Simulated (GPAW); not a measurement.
# InBH3F (SMILES [BH2][InH][F]) in GPAW

Aim: the charge distribution of InBH3F.

Program for the calculation: GPAW 26.7.0.

2 further runs of the same task are left out: 2 set aside as unsound or not needed.

### Step 1. The structure to begin with

InBH3F has 6 atoms, charge 0, and is taken as a singlet. SMILES: `[BH2][InH][F]`. Geometry: a GFN2-xTB relaxation, a rough one for these elements and not checked as a minimum.

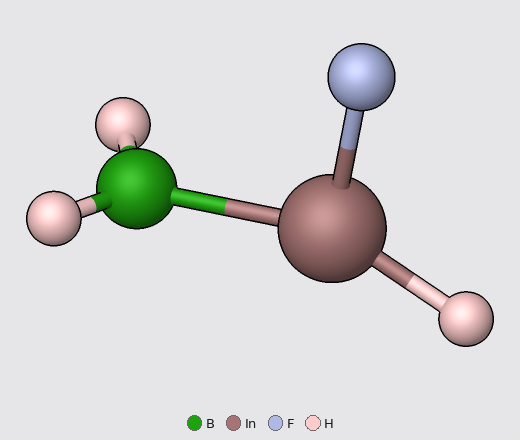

The structure, seen from a chosen angle (boron green, indium brown, fluorine light blue, hydrogen pink).

### Step 2. The run

Input file calc.py:

```python
import numpy as np
from ase.io.zmatrix import parse_zmatrix
from ase.units import Debye
from gpaw import GPAW, setup_paths
from gpaw.atom.configurations import parameters
from gpaw.atom.generator import Generator

zmat = """
B
In 1 r2
F 2 r3 1 a3
H 1 r4 2 a4 3 d4
H 1 r5 4 a5 2 d5
H 2 r6 3 a6 1 d6
"""
values = dict(r2=2.259769, r3=1.992262, a3=99.41798, r4=1.16299, a4=118.5502, d4=83.27302, r5=1.164092, a5=121.82243, d5=169.57584, r6=1.744483, a6=107.15841, d6=-179.43899)
atoms = parse_zmatrix(zmat, defs=values)
atoms.set_cell([14.0, 14.0, 14.0])
atoms.center()

for symbol in ['B', 'F', 'H', 'In']:
    Generator(symbol, xcname='AM05', scalarrel=True, nofiles=True, txt=None).run(**parameters[symbol])
setup_paths.insert(0, '.')

calculator = GPAW(mode='lcao',
                  basis='dzp',
                  xc='AM05',
                  maxiter=72,
                  nbands=12,
                  poissonsolver={'name': 'MomentCorrectionPoissonSolver', 'poissonsolver': 'fast', 'moment_corrections': 9},
                  h=0.22,
                  txt='-')
atoms.calc = calculator

energy = atoms.get_potential_energy()
print(f'Energy: {energy:.5f} eV')
forces = atoms.get_forces()
print('Forces (eV/Ang)')
for symbol, f in zip(atoms.symbols, forces):
    print(f'{symbol:2} {f[0]:9.4f} {f[1]:9.4f} {f[2]:9.4f}')
dipole = atoms.get_dipole_moment() / Debye
print(f'Dipole                  {np.linalg.norm(dipole):.3f} D')
homo, lumo = calculator.get_homo_lumo()
print(f'HOMO                    {homo:.3f} eV')
print(f'LUMO                    {lumo:.3f} eV')
print(f'Gap = {lumo - homo:.3f} eV')
```

Run with:

```bash
$ python calc.py
```

The program printed:

```text
__  _  _
 | _ |_)|_||  |
 |__||  | ||/\| - 26.7.0

units:  Angstrom and eV
cores:  1
OpenMP: False

Versions:
  Python: 3.12.14
  ASE:    3.29.0
  Numpy:  2.5.5
  Scipy:  1.18.1
  Libxc:  7.0.0

        _gpaw.cpython-312-aarch64-linux-gnu.so

Input parameters:
  mode=LCAO(),
  basis={'default': 'dzp'},
  h=0.22,
  maxiter=72,
  nbands=12,
  poissonsolver=PoissonSolver(name='MomentCorrectionPoissonSolver', poissonsolver='fast', moment_corrections=9),
  xc=XC(name='AM05')
ValueError: Too few bands!  Electrons: 26.0, bands: 12
```

It took 2 s on 1 thread of Arm Neoverse V2, shared host; peak memory 0.11 GiB.

### Step 3. What went wrong

The program refused the input.

The log says `ValueError: Too few bands!  Electrons: 26.0, bands: 12`. The fault: too few bands are asked for. To mend it: number of bands at its default in place of 12.
